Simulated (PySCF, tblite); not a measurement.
# C3H5O2Si radical: geometry, infrared bands and EPR parameters

What infrared bands and EPR parameters should C3H5O2Si radical (`O=C1O[CH]C[SiH2]1`) show?

Programs: tblite 0.8.0 and PySCF 2.14.0, with density-fitted response routines of our own. Each step states its level of theory. These are calculated values for one molecule in the gas phase, unless marked as measured. Atoms count from 0, in the outputs and in this text.

## Step 1: The molecule as given

11 atoms, charge 0, multiplicity 2; geometry from: force field or distance geometry start.

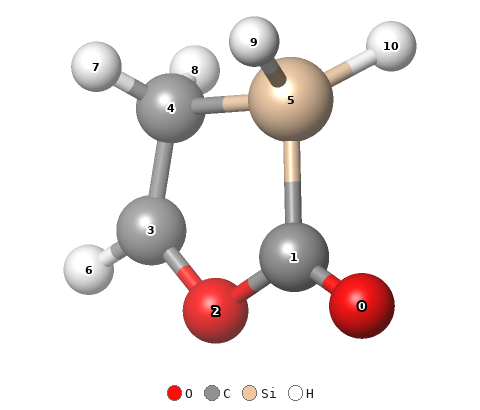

The starting geometry (oxygen red, carbon grey, silicon light orange, hydrogen white), atoms numbered; sticks join atoms by distance.

## Step 2: Relaxing the molecule with GFN2-xTB

The job: settings as JSON, then the geometry in Å.

```
{"job": {"kind": "relax", "xc": "GFN2-xTB", "basis": "xTB"}, "charge": 0, "multiplicity": 2}
O      2.702200    -0.320500    -0.241900
C      1.486500    -0.368800    -0.038900
O      0.852400    -1.402300     0.618700
C     -0.536800    -1.142900     0.683600
C     -1.118900     0.100100     0.120700
Si     0.357000     1.023500    -0.605100
H     -1.069200    -1.939800     1.191600
H     -1.603400     0.692800     0.898500
H     -1.841000    -0.145700    -0.663700
H      0.552200     2.331400     0.093100
H      0.224500     1.174900    -2.082700
```

Command:

```
OMP_NUM_THREADS=1 python probes_run.py task.json out
```

One launch serves the whole session: the jobs run in the order shown.

Standard output:

```text
step      E/eV     max force
  0    -510.00402    2.739
  1    -510.13949    2.412
  2    -510.21461    0.990
  3    -510.25630    0.772
  4    -510.29892    0.548
  5    -510.30808    0.314
  6    -510.31856    0.307
  7    -510.32406    0.286
  8    -510.32716    0.126
  9    -510.32792    0.065
 10    -510.32829    0.053
 11    -510.32865    0.065
 12    -510.32897    0.045
 13    -510.32914    0.033
 14    -510.32925    0.027
 15    -510.32937    0.035
 16    -510.32948    0.038
 17    -510.32955    0.026
 18    -510.32959    0.021
 19    -510.32962    0.025
 20    -510.32965    0.018
 21    -510.32966    0.008
```

Wall time 0.09 s (1 thread of AMD EPYC 9B14, shared host).

Step by step:

| step | energy from step 0 (eV) | largest force (eV/Å) |
| --- | --- | --- |
| 0 | 0.0000 | 2.7388 |
| 1 | -0.1355 | 2.4120 |
| 2 | -0.2106 | 0.9905 |
| 3 | -0.2523 | 0.7715 |
| 4 | -0.2949 | 0.5477 |
| 5 | -0.3041 | 0.3136 |
| 6 | -0.3145 | 0.3072 |
| 7 | -0.3200 | 0.2865 |
| 8 | -0.3231 | 0.1258 |
| 9 | -0.3239 | 0.0654 |
| 10 | -0.3243 | 0.0530 |
| 11 | -0.3246 | 0.0647 |
| 12 | -0.3250 | 0.0451 |
| 13 | -0.3251 | 0.0326 |
| 14 | -0.3252 | 0.0274 |
| 15 | -0.3253 | 0.0355 |
| 16 | -0.3255 | 0.0384 |
| 17 | -0.3255 | 0.0262 |
| 18 | -0.3256 | 0.0213 |
| 19 | -0.3256 | 0.0253 |
| 20 | -0.3256 | 0.0179 |
| 21 | -0.3256 | 0.0076 |

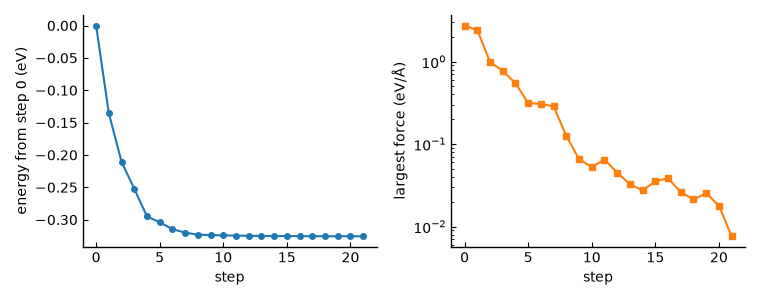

Energy and force, step by step.

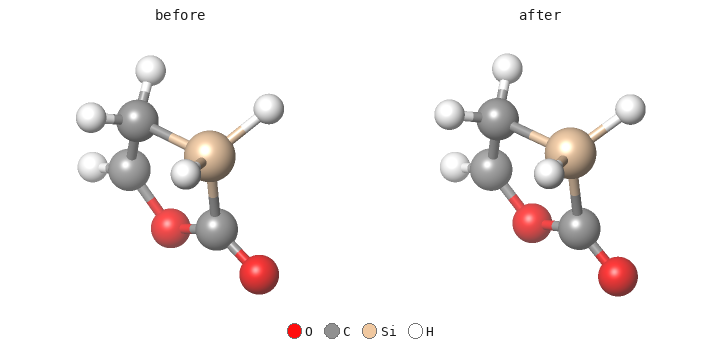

The geometry before (left) and after (right).

Close pairs (by a distance rule), those that changed most:

| bond | before (Å) | after (Å) | change (Å) |
| --- | --- | --- | --- |
| O2–C3 | 1.415 | 1.331 | -0.084 |
| C1–Si5 | 1.880 | 1.917 | +0.037 |
| Si5–H9 | 1.495 | 1.460 | -0.035 |
| Si5–H10 | 1.491 | 1.460 | -0.031 |
| C4–Si5 | 1.886 | 1.916 | +0.030 |
| O0–C1 | 1.233 | 1.211 | -0.022 |
| C1–O2 | 1.379 | 1.368 | -0.011 |
| C3–H6 | 1.085 | 1.074 | -0.010 |

The next job starts from the end point, and lists it.

## Step 3: Infrared spectrum with GFN2-xTB

The job: settings as JSON, then the geometry in Å.

```
{"job": {"kind": "ir", "xc": "GFN2-xTB", "basis": "xTB"}, "charge": 0, "multiplicity": 2}
O      2.720342    -0.437067    -0.184383
C      1.520518    -0.326179    -0.060448
O      0.807805    -1.308299     0.571312
C     -0.507206    -1.133553     0.678872
C     -1.133303     0.088927     0.123892
Si     0.333107     1.069768    -0.623140
H     -1.030292    -1.927196     1.179394
H     -1.664812     0.627683     0.913149
H     -1.899301    -0.182594    -0.607671
H      0.591933     2.334408     0.059362
H      0.266632     1.196773    -2.076303
```

Standard output:

```text
mode    cm-1     km/mol
  1      47.9      0.85
  2     261.3      0.79
  3     328.3     24.33
  4     365.5     15.74
  5     366.7      3.81
  6     435.0     20.58
  7     463.4      7.00
  8     548.5     10.20
  9     603.0     10.16
 10     616.8    105.57
 11     686.8      4.03
 12     700.0     84.25
 13     763.0    229.47
 14     770.2     50.75
 15     988.6     10.97
 16     998.3     93.52
 17    1036.8      3.50
 18    1173.7     14.95
 19    1193.5     75.91
 20    1309.3    117.67
 21    1437.4     18.98
 22    1701.8    534.67
 23    2295.9    403.42
 24    2299.4    123.16
 25    2912.3     17.53
 26    2949.6     13.81
 27    3128.7      5.72
```

Run time: 0.23 s. Hardware: 1 thread of AMD EPYC 9B14, shared host.

The strongest bands and the atoms that carry them (share of the mass-weighted mode):

| cm⁻¹ | km/mol | atoms |
| --- | --- | --- |
| 617 | 105.6 | H9 39 %, H10 39 % |
| 700 | 84.2 | C4 28 %, H7 28 %, H8 28 % |
| 763 | 229.5 | H10 36 %, H9 36 %, Si5 14 % |
| 998 | 93.5 | C1 26 %, O2 20 %, C4 17 %, C3 16 % |
| 1309 | 117.7 | C3 52 %, H6 20 %, O2 11 % |
| 1702 | 534.7 | C1 61 %, O0 38 % |
| 2296 | 403.4 | H10 52 %, H9 44 % |
| 2299 | 123.2 | H9 53 %, H10 45 % |

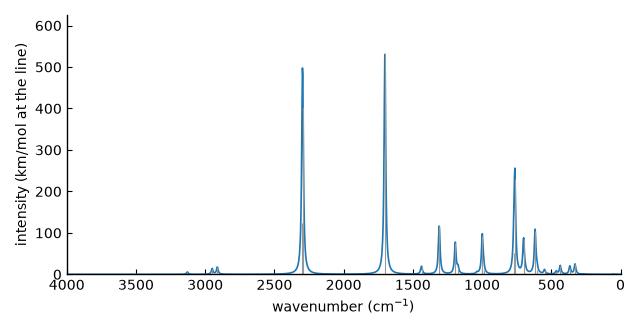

The infrared spectrum from these modes, unscaled. Lines are broadened to a width of 14 cm⁻¹ (Lorentzian).

## Step 4: EPR parameters: B3LYP/pcH-1

Settings changed since step 3:

```diff
@@ -1,2 +1,2 @@
-{"job": {"kind": "ir", "xc": "GFN2-xTB", "basis": "xTB"}, "charge": 0, "multiplicity": 2}
+{"job": {"kind": "epr", "basis": "pcH-1"}, "charge": 0, "multiplicity": 2}
 O      2.720342    -0.437067    -0.184383
```

Level: UKS B3LYP, pcH-1 on C H O Si, non-relativistic, mean-field spin-orbit, GIAO.

Standard output:

```text
UKS, coarse grid
  cycle   1  E = -557.05661671  |g| = 6.75e-01
  cycle   2  E = -556.30579922  |g| = 1.50e+00
  cycle   3  E = -557.20274923  |g| = 2.58e-01
  cycle   4  E = -557.22476109  |g| = 1.30e-01
  cycle   5  E = -557.23040126  |g| = 3.11e-02
  cycle   6  E = -557.23082582  |g| = 1.17e-02
  cycle   7  E = -557.23089230  |g| = 3.35e-03
  cycle   8  E = -557.23090172  |g| = 1.88e-03
  cycle   9  E = -557.23090427  |g| = 4.70e-04
UKS, final grid
  cycle   1  E = -557.23092043  |g| = 7.85e-04
  cycle   2  E = -557.23091958  |g| = 1.78e-03
  cycle   3  E = -557.23092069  |g| = 1.67e-04
  cycle   4  E = -557.23092071  |g| = 6.33e-05
  cycle   5  E = -557.23092072  |g| = 4.32e-05
  cycle   6  E = -557.23092072  |g| = 1.21e-05
E = -557.23092072 Eh   <S^2> = 0.7546 (exact 0.7500)
g shifts (ppm)      1          2          3
  rmc          -187       -187       -187
  gc             -9         41         31
  oz_so           5        565       2053
  total        -191        418       1897
hyperfine (MHz)  atom isotope    a_iso     a_fc   dipolar eigenvalues
    0   17O      -6.27      -6.25    -27.89     13.79     14.10
    1   13C      -0.19      -0.17     -4.02      0.26      3.76
    2   17O      -8.03      -8.10    -33.44     15.56     17.87
    3   13C      89.78      89.85    -81.06    -79.02    160.09
    4   13C     -30.64     -30.65     -2.07      0.42      1.65
    5  29Si       1.67       1.67     -1.26      0.46      0.80
    6    1H     -66.90     -66.93    -37.59     -0.17     37.76
    7    1H      95.89      95.89     -5.00     -3.91      8.90
    8    1H      95.40      95.40     -4.99     -3.90      8.89
    9    1H       2.31       2.31     -1.43     -1.06      2.49
   10    1H       2.36       2.36     -1.43     -1.06      2.49
```

It took 28 s on 1 thread of AMD EPYC 9B14, shared host; peak memory 0.73 GiB.

Principal g values 2.00213, 2.00274, 2.00422; g(iso) = 2.00303, against 2.00232 for a free electron.

Mean a(iso) over the nuclei that a row names, and the largest dipolar term of the row (other rows stand at the frozen geometry):

| nuclei | isotope | a(iso) (MHz) | a(iso) (G, at g = 2.0023) | largest dipolar term (MHz) |
| --- | --- | --- | --- | --- |
| H7, H8 | 1H | 95.6 | 34.1 | 8.9 |
| C3 | 13C | 89.8 | 32.0 | 160.1 |
| H6 | 1H | -66.9 | -23.9 | 37.8 |
| C4 | 13C | -30.6 | -10.9 | -2.1 |
| O2 | 17O | -8.0 | -2.9 | -33.4 |
| O0 | 17O | -6.3 | -2.2 | -27.9 |
| H9, H10 | 1H | 2.3 | 0.8 | 2.5 |
| Si5 | 29Si | 1.7 | 0.6 | -1.3 |
| C1 | 13C | -0.2 | -0.1 | -4.0 |

Mulliken spin populations:

| atom | value (e) |
| --- | --- |
| O0 | 0.08 |
| C1 | 0.02 |
| O2 | 0.04 |
| C3 | 0.91 |
| C4 | -0.08 |
| Si5 | 0.00 |
| H6 | -0.05 |
| H7 | 0.04 |
| H8 | 0.04 |
| H9 | 0.00 |
| H10 | 0.00 |

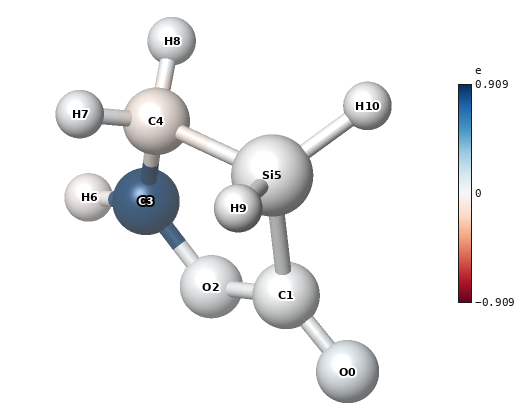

Mulliken spin populations, as colours on the atoms.

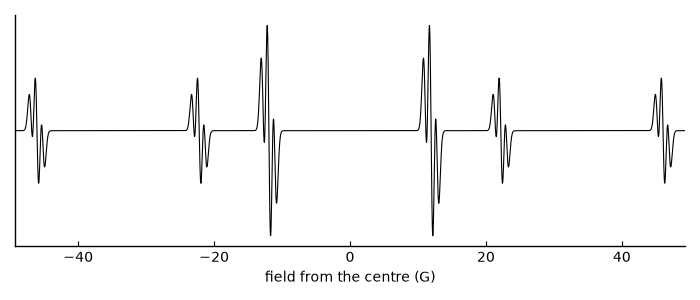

First-order isotropic spectrum (first derivative, main isotopes with spin only, couplings over 0.8 MHz, Gaussian width 0.3 G; couplings of the frozen geometry, rotation of groups not averaged beyond the rows shown).

Orbitals, density, ELF and potential are computed afterwards from the orbital file.

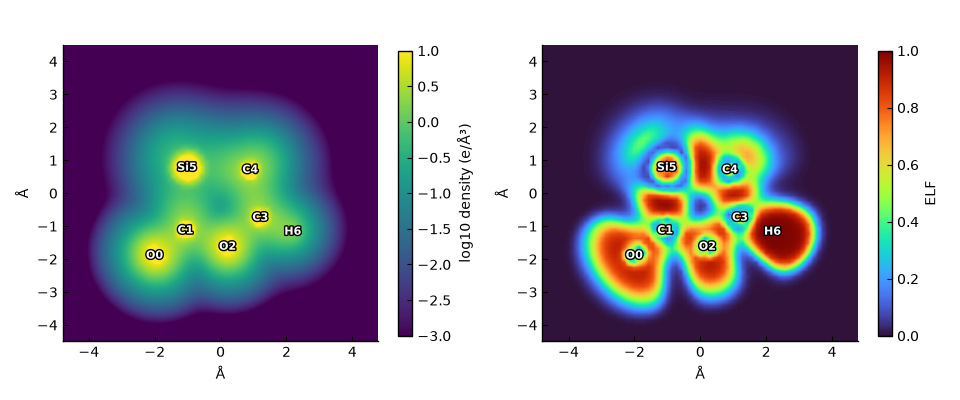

Density (left) and ELF (right) in a plane through or near 7 of the atoms.

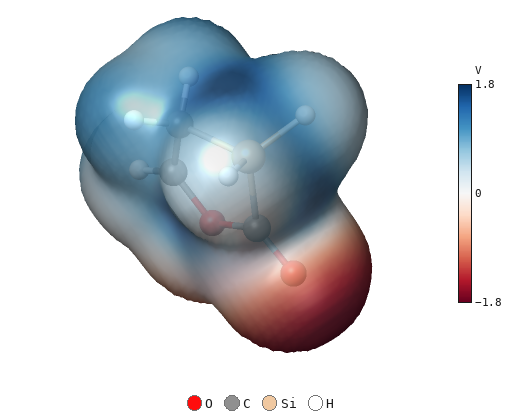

Electrostatic potential on the surface of density 0.002 e/bohr³; red is low, blue high. It runs from -1.80 V near O0 to 1.60 V near Si5.

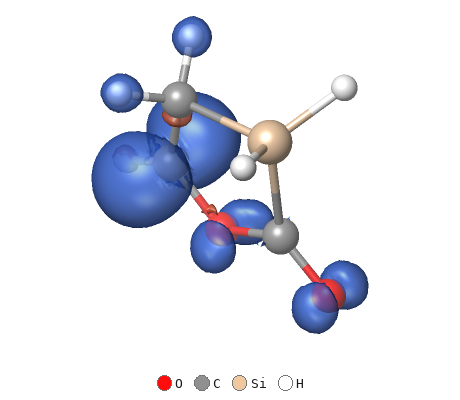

Spin density at ±0.04 e/Å³ (alpha excess blue, beta excess red).

## Step 5: Outcome

```
                                                                  quantity                   value
                                 strongest single infrared mode (GFN2-xTB)   1702 cm⁻¹, 535 km/mol
                                              zero-point energy (GFN2-xTB)           43.4 kcal/mol
                                                            g(iso) (B3LYP)                 2.00303
                                                                      ⟨S²⟩      0.755 (exact 0.75)
                                        largest a(iso) (averaged by class)  1H on H7, H8, 95.6 MHz
potential on the surface of density 0.002 e/bohr³, 1st and 99th percentile      -1.80 V and 1.60 V
```

**Reading.** The optimisation took 21 steps and gained 0.326 eV; among the close pairs (by a distance rule), O2–C3 changed most, from 1.415 to 1.331 Å. No mode is imaginary among the 27: a minimum at this level. The strongest single mode, at 1702 cm⁻¹, moves mainly C1 and O0. GFN2-xTB is a fitted tight-binding method: band positions and strengths are rough. Its intensities can rank the bands wrongly. Most of the unpaired spin sits on C3 (0.91 e). The isotropic g lies 0.7 ppt above the free-electron value. The conformer search found further structures of the same energy, which may be mirror or relabelled copies of this one.
